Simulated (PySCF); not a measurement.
Si(GeH3)2(H)(OH), SMILES O[SiH]([GeH3])[GeH3] at its B3LYP/def2-SVP optimised geometry (Å):

```
12

Si    -1.2419     0.0187     0.0000
O     -1.8431    -0.6543     1.4197
Ge    -2.1194    -1.1168    -1.9369
Ge     1.1686     0.0187     0.0000
H     -1.7281     1.4267     0.0000
H     -1.6289    -1.5799     1.5875
H     -1.7368    -2.6157    -1.9031
H     -3.6611    -1.0296    -1.9892
H     -1.5539    -0.5167    -3.2441
H      1.7085    -1.4267     0.1167
H      1.7326     0.6274    -1.3038
H      1.7281     0.8237     1.1942
```

Calculation: B3LYP/def2-TZVP (PySCF). Cells within 0.4 Å of a nucleus heavier than hydrogen are left out (blank, or x).

Map of the HOMO amplitude (bohr^(-3/2)) on the plane z = 0.0 Å; orbital energy -7.25 eV, overall sign arbitrary:

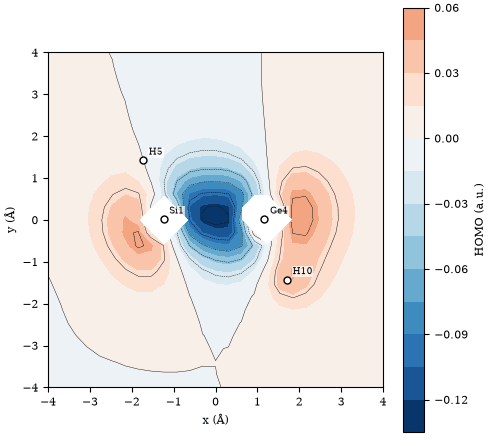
Figure. HOMO amplitude (bohr^(-3/2)) on the plane z = 0.0 Å.
